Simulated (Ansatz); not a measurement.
# CH3Cl (chloromethane) at CAM-B3LYP/def2-TZVPP

What is the electronic atomisation energy of CH3Cl (chloromethane) at CAM-B3LYP/def2-TZVPP? 

The calculation is run with Ansatz 0.2.0.

44 further runs of the same task are left out: 44 set aside as unsound or not needed.

**1. The structure to begin with**

CH3Cl has 5 atoms, charge 0, and is taken as a singlet. SMILES: `CCl`. Geometry: relaxed at PBE0-D4/def2-TZVP.

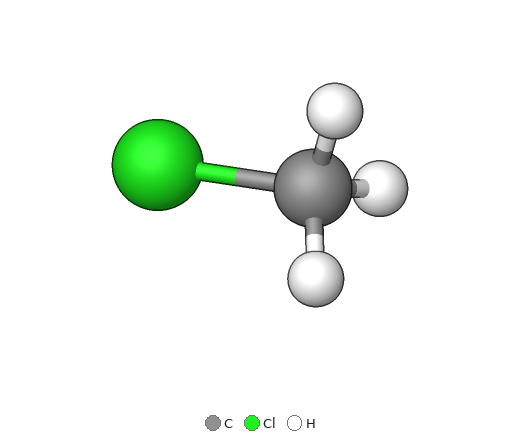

Viewed from a chosen angle; carbon grey, chlorine green, hydrogen white.

**2. A single-point energy at CAM-B3LYP/def2-TZVPP**

File run.yaml:

```yaml
crystal:
  periodic: [false, false, false]
  atoms:
    - {symbol: C, position_ang: [-0.120900, 0.010000, 0.051300]}
    - {symbol: Cl, position_ang: [1.469400, -0.290800, -0.672500]}
    - {symbol: H, position_ang: [-0.284800, -0.715400, 0.844700]}
    - {symbol: H, position_ang: [-0.880000, -0.097100, -0.720100]}
    - {symbol: H, position_ang: [-0.133800, 1.019700, 0.455100]}
basis:
  gaussian:
    orbitals: def2-TZVPP
magnetization:
  spin_polarized: false
  initial_magnetization: 0
output: {orbitals: {seedname: orbitals}}
hamiltonian:
  xc: {name: CAM-B3LYP}
accuracy: high
```

Started as:

```
$ ansatz run run.yaml --threads 1 --pin off --max-ram 3480MiB --events-out events.jsonl --progress --plain --runs-dir runs
```

What it wrote:

```text
Warning: RAYON_NUM_THREADS=1 ignored (pool sized by the plan → 1); use --threads N
Functional definition: CAM-B3LYP
  name "CAM-B3LYP"
  parameter alpha = 0.19
  parameter beta = 0.46
  parameter omega = 0.33/bohr
  parameter ac = 0.81
  exchange = (1 - alpha - beta)*b88_x + beta*b88_x_sr(omega) + alpha*exact_x + beta*exact_x_lr(omega)
  correlation = (1 - ac)*vwn5_c + ac*lyp_c
1908 factors; integrals over basis functions are off by at most 4.0e-9 eV
299 factors; integrals over basis functions are off by at most 2.4e-9 eV
mean field evaluation 1: about -13607.5199 eV, gradient 2.8e1 eV
mean field evaluation 2: about -13607.8344 eV, gradient 2.4e1 eV
mean field evaluation 4: about -13609.1746 eV, gradient 4.7e-1 eV
mean field evaluation 8: about -13609.1738 eV, gradient 3.3e-2 eV
mean field evaluation 16: about -13609.1738 eV, gradient 1.6e-6 eV
mean field -13609.17382639 eV, -500.1279134904 hartree, gradient 5.6e-8 eV, S^2 0.000000; 0 other end points of the search recorded, 0 dependent functions left out
reference -13609.17384157 eV, -500.1279140482 hartree; 13, 13 occupied and 102, 102 virtual orbitals, 1908 factors
Total energy: -13609.17384157 eV, -500.1279140482 hartree
```

Run time: 4.8 s. Hardware: 1 thread of Arm Neoverse V2, shared host; peak memory 0.32 GiB.

**3. The C atom at the same level**

File run.yaml:

```yaml
crystal:
  periodic: [false, false, false]
  atoms:
    - {symbol: C, position_ang: [0.000000, 0.000000, 0.000000]}
basis:
  gaussian:
    orbitals: def2-TZVPP
accuracy: high
magnetization:
  spin_polarized: true
  initial_magnetization: 2
hamiltonian:
  xc: {name: CAM-B3LYP}
```

Run the same way, it converges to -37.83702 Eh (log not shown).

**4. The Cl atom at the same level**

File input.yaml:

```yaml
crystal:
  periodic: [false, false, false]
  atoms:
    - {symbol: Cl, position_ang: [0.000000, 0.000000, 0.000000]}
basis:
  gaussian:
    orbitals: def2-TZVPP
magnetization:
  spin_polarized: true
  initial_magnetization: 1
hamiltonian:
  xc: {name: CAM-B3LYP}
accuracy: high
```

Run the same way, it converges to -460.16616 Eh (log not shown).

**5. The H atom, same level**

File in.yaml:

```yaml
crystal:
  periodic: [false, false, false]
  atoms:
    - {symbol: H, position_ang: [0.000000, 0.000000, 0.000000]}
basis:
  gaussian:
    orbitals: def2-TZVPP
magnetization:
  spin_polarized: true
  initial_magnetization: 1
hamiltonian:
  xc: {name: CAM-B3LYP}
accuracy: high
```

Run the same way, it converges to -0.49881 Eh (log not shown).

**6. Outcome**

Level: CAM-B3LYP/def2-TZVPP.

| quantity | value |
| --- | --- |
| molecule: total energy | -500.12791 Eh |
| molecule: HOMO energy | -9.84 eV |
| molecule: LUMO energy | 1.85 eV |
| molecule: HOMO–LUMO gap | 11.68 eV |
| C atom: total energy | -37.83702 Eh |
| C atom: ⟨S²⟩ | 2.004 |
| Cl atom: total energy | -460.16616 Eh |
| Cl atom: ⟨S²⟩ | 0.753 |
| H atom: total energy | -0.49881 Eh |
| H atom: ⟨S²⟩ | 0.750 |
| electronic atomisation energy | 17.097 eV |

In words: Taking the molecule apart into free atoms costs 17.10 eV (394 kcal/mol), before zero-point energy and without spin-orbit coupling.
